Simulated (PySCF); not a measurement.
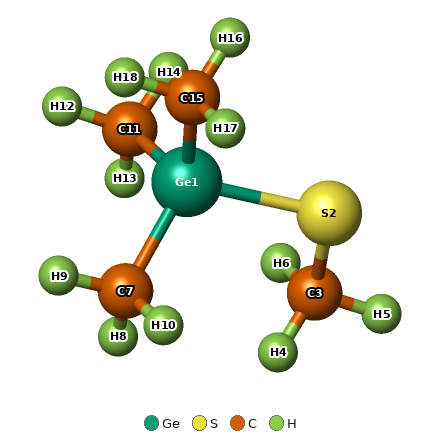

C₄H₁₂GeS (Ge(SMe)Me3), SMILES C[S][Ge]([CH3])([CH3])[CH3], singlet. Vertical core-electron binding energies by ΔSCF (SCAN, pcX-2 on the ionised atom (unc-x2c-TZVPall on a metal), pcseg-1 elsewhere, spin-free X2C; PySCF 2.14.0, at a PBE0-D3(BJ)/def2-SVP geometry (no frequency check)), gas phase, against the vacuum level. One atom of each kind was ionised; within a panel, areas follow the number of like atoms and 2j + 1 (2p levels are split by first-order spin-orbit coupling, an approximation), each panel is scaled alone, Gaussians of 0.4 eV full width. Only the regions named are shown.

> Predict the S 2p and C 1s photoelectron lines.

```
  level         atoms  binding energy (eV)
S 2p1/2            S2                169.4
S 2p3/2            S2                168.2
   C 1s            C3                291.0
   C 1s  C7, C11, C15                290.0
```

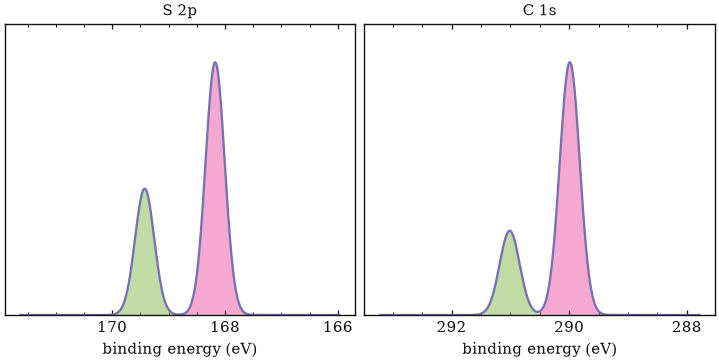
